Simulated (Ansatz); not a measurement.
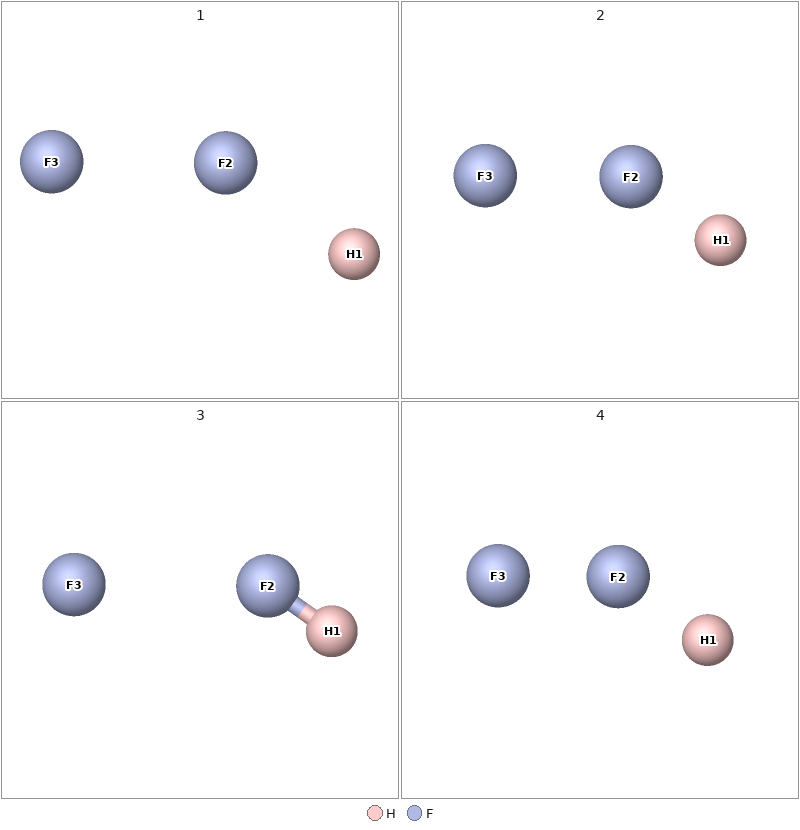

The system H + F₂, spin multiplicity 2. Coordinates scanned: (1) distance H1–F2; (2) distance F2–F3. Nothing is relaxed (the angle H1–F2–F3 is fixed at 140 degrees). The scan uses a 17 × 17 grid. Points are written as (first, second). Energies: kcal/mol, counted from H far from the relaxed FF (each part in its own basis). In part of the range the unrestricted reference is strongly spin-contaminated. All numbers below come from Ansatz, UKS PBE0-D4/def2-SVPD.

The numbered pictures are structures from this grid.

Which is the most stable, and how do the others follow?

3, at (0.910 Å, 2.431 Å): −106 kcal/mol; 2, at (1.274 Å, 1.828 Å): −60 kcal/mol; 4, at (1.274 Å, 1.506 Å): −29 kcal/mol; 1, at (1.829 Å, 2.181 Å): 3.2 kcal/mol.

The map, with the structures marked:

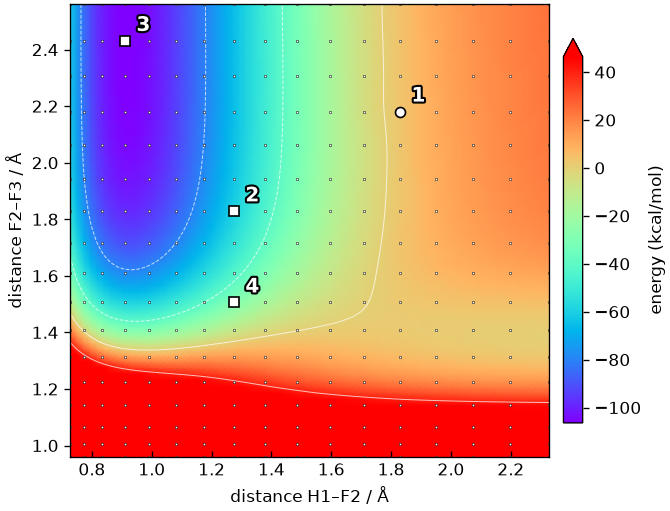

In the figure: a smooth colour map with a few white contour lines, dots at the grid points, one colour for all values above the top of the scale. Between grid points the surface is interpolated.
